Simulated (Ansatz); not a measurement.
# triplet SnNH3S2: levels of theory compared

We compute a comparison of 6 runs (U-revPBE/def2-SVP, UB3LYP/def2-SVP, UCAM-B3LYP/def2-SVP, UPBE/def2-SVP, UPBE0/def2-SVP, UCCSD/def2-SVP) of triplet SnNH3S2. 

The calculation is run with Ansatz 0.2.0.

38 further runs of the same task are left out: 38 set aside as unsound or not needed.

## 1. Starting point

SnNH3S2 has 7 atoms, charge 0, and is taken as a triplet. As SMILES of the parent species, `[NH2][SnH]1[S][S]1`. The coordinates come from a PBE0-D4/def2-TZVP relaxation. This is one conformer, not always the lowest. That shape belongs to the parent species and isn't relaxed for this state.

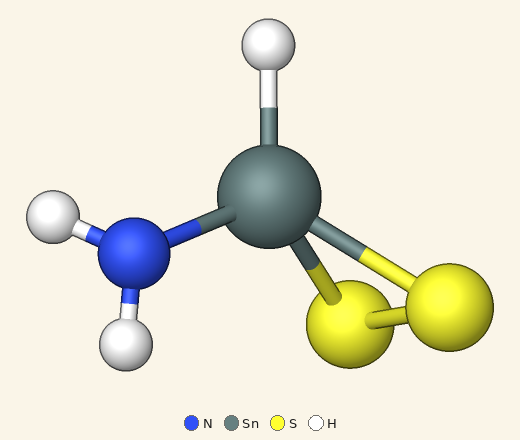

The structure, seen from a chosen angle (nitrogen blue, tin teal, sulfur yellow, hydrogen white).

## 2. The energy at U-revPBE/def2-SVP (core potential) (run 1)

job.yaml

```yaml
crystal:
  periodic: [false, false, false]
  atoms:
    - {symbol: "N", position_ang: [-0.858900, 1.180400, 0.033200]}
    - {symbol: Sn, position_ang: [0.658800, -0.125900, 0.009600]}
    - {symbol: S, position_ang: [0.436900, -1.947300, 1.490200]}
    - {symbol: S, position_ang: [0.292300, -2.381600, -0.639300]}
    - {symbol: H, position_ang: [-0.847300, 1.845800, -0.729000]}
    - {symbol: H, position_ang: [-1.763700, 0.727200, 0.057900]}
    - {symbol: H, position_ang: [2.143100, 0.633400, -0.268300]}
basis:
  gaussian: {orbitals: def2-SVP}
magnetization: {spin_polarized: true, initial_magnetization: 2}
hamiltonian: {xc: {name: revPBE}}
accuracy: high
output: {orbitals: {seedname: orbitals}}
```

Launch:

```sh
$ ansatz run job.yaml --threads 1 --pin off --max-ram 2610MiB --events-out events.jsonl --progress --plain --runs-dir runs
```

Log:

```text
Warning: RAYON_NUM_THREADS=1 ignored (pool sized by the plan → 1); use --threads N
Functional definition: revPBE
  name "revPBE"
  parameter kappa = 1.245
  parameter beta = 0.06672455060314922
  exchange = pbe_x(kappa = kappa, mu = beta*pi^2/3)
  correlation = pbe_c(beta = beta)
2063 factors; integrals over basis functions are off by at most 3.8e-9 eV
mean field evaluation 1: about -29017.1910 eV, gradient 4.7e1 eV
mean field evaluation 2: about -28894.5327 eV, gradient 1.1e2 eV
mean field evaluation 4: about -29024.3362 eV, gradient 2.1e1 eV
mean field evaluation 8: about -29027.6474 eV, gradient 1.6e0 eV
mean field evaluation 16: about -29027.6588 eV, gradient 9.3e-4 eV
mean field evaluation 32: about -29025.5935 eV, gradient 1.3e1 eV
mean field -29027.65878893 eV, -1066.7467848395 hartree, gradient 6.8e-8 eV, S^2 2.007056; 6 other end points of the search recorded, 0 dependent functions left out
reference -29027.65879318 eV, -1066.7467849954 hartree; 33, 31 occupied and 58, 60 virtual orbitals, 2063 factors
Total energy: -29027.65879318 eV, -1066.7467849954 hartree
```

It took 23 s on 1 thread of Arm Neoverse V1, shared host; peak memory 0.32 GiB.

## 3. A single-point energy at UB3LYP/def2-SVP (core potential) (run 2)

input.yaml

```yaml
crystal:
  periodic: [false, false, false]
  atoms:
    - {symbol: "N", position_ang: [-0.858900, 1.180400, 0.033200]}
    - {symbol: Sn, position_ang: [0.658800, -0.125900, 0.009600]}
    - {symbol: S, position_ang: [0.436900, -1.947300, 1.490200]}
    - {symbol: S, position_ang: [0.292300, -2.381600, -0.639300]}
    - {symbol: H, position_ang: [-0.847300, 1.845800, -0.729000]}
    - {symbol: H, position_ang: [-1.763700, 0.727200, 0.057900]}
    - {symbol: H, position_ang: [2.143100, 0.633400, -0.268300]}
basis:
  gaussian: {orbitals: def2-SVP}
accuracy: high
hamiltonian: {xc: {name: B3LYP}}
magnetization: {spin_polarized: true, initial_magnetization: 2}
output: {orbitals: {seedname: orbitals}}
```

Launch:

```sh
$ ansatz run input.yaml --threads 1 --pin off --max-ram 2610MiB --events-out events.jsonl --progress --plain --runs-dir runs
```

Log:

```text
Warning: RAYON_NUM_THREADS=1 ignored (pool sized by the plan → 1); use --threads N
Functional definition: B3LYP
  name "B3LYP"
  parameter a0 = 0.2
  parameter ax = 0.72
  parameter ac = 0.81
  exchange = (1 - a0 - ax)*slater_x + ax*b88_x + a0*exact_x
  correlation = (1 - ac)*vwn_rpa_c + ac*lyp_c
2063 factors; integrals over basis functions are off by at most 3.8e-9 eV
mean field evaluation 1: about -29024.3377 eV, gradient 4.3e1 eV
mean field evaluation 2: about -28956.5082 eV, gradient 9.8e1 eV
mean field evaluation 4: about -29031.0306 eV, gradient 1.7e1 eV
mean field evaluation 8: about -29033.2521 eV, gradient 9.7e-1 eV
mean field evaluation 16: about -29033.4209 eV, gradient 3.1e-3 eV
mean field evaluation 32: about -29033.4209 eV, gradient 1.5e-6 eV
mean field -29033.42091561 eV, -1066.9585390893 hartree, gradient 5.1e-8 eV, S^2 2.010143; 3 other end points of the search recorded, 0 dependent functions left out
reference -29033.42095519 eV, -1066.9585405436 hartree; 33, 31 occupied and 58, 60 virtual orbitals, 2063 factors
Total energy: -29033.42095519 eV, -1066.9585405436 hartree
```

It took 32 s on 1 thread of Arm Neoverse V1, shared host; peak memory 0.53 GiB.

Runs 3 to 5 aren't shown in full; the table further down has their settings and results.

## 4. The energy at UCCSD/def2-SVP (core potential) (run 6)

Changes to job.yaml since step 2:

```diff
@@ -12,5 +12,5 @@
   gaussian: {orbitals: def2-SVP}
+accuracy: high
 magnetization: {spin_polarized: true, initial_magnetization: 2}
-hamiltonian: {xc: {name: revPBE}}
-accuracy: high
-output: {orbitals: {seedname: orbitals}}
+correlation: {method: ccsd, frozen_orbitals: {H: 0, "N": 1, S: 5, Sn: 4}}
+scf: {omitted_lower_state_checks: [cluster_reference, increment]}
```

Launch:

```sh
$ ansatz run job.yaml --threads 1 --pin off --max-ram 2610MiB --events-out events.jsonl --progress --plain --runs-dir runs
```

Log:

```text
Warning: RAYON_NUM_THREADS=1 ignored (pool sized by the plan → 1); use --threads N
[... 14 lines left out ...]
15 core orbitals not correlated: weight in the atoms' cores, before any rotation towards them, 1.000 or more for the frozen orbitals, at most 0.000 for the correlated occupied ones
[... 37 lines left out ...]
Total energy: -28974.19267527 eV, -1064.7819414032 hartree
Checks for a lower state left out: cluster_reference, increment
```

Wall time 2.1 min (1 thread of Arm Neoverse V1, shared host); peak memory 1 GiB.

## 5. All runs side by side

```csv
run,level,frozen core orbitals,energy (Eh),HOMO energy (eV),⟨S²⟩,wall time
1,U-revPBE/def2-SVP (core potential),–,-1066.746785,-2.25,2.007,23 s
2,UB3LYP/def2-SVP (core potential),–,-1066.958541,-3.15,2.010,32 s
3,UCAM-B3LYP/def2-SVP (core potential),–,-1066.822903,-4.64,2.014,24 s
4,UPBE/def2-SVP (core potential),–,-1066.453101,-2.27,2.007,24 s
5,UPBE0/def2-SVP (core potential),–,-1066.526056,-3.48,2.012,33 s
6,UCCSD/def2-SVP (core potential),15,-1064.781941,–,2.051,2.1 min
```

## 6. Outcome

| quantity | value |
| --- | --- |
| run 6: total energy | -1064.78194 Eh |
| run 6: correlation energy (15 core orbitals frozen) | -567.1 mEh |
| run 6: ⟨S²⟩ of the reference determinant | 2.051 |
| run 6: T1 diagnostic | 0.016 |

Totals of different functionals can't be ranked against each other. All runs together took 4.4 min, the longest 2.1 min.
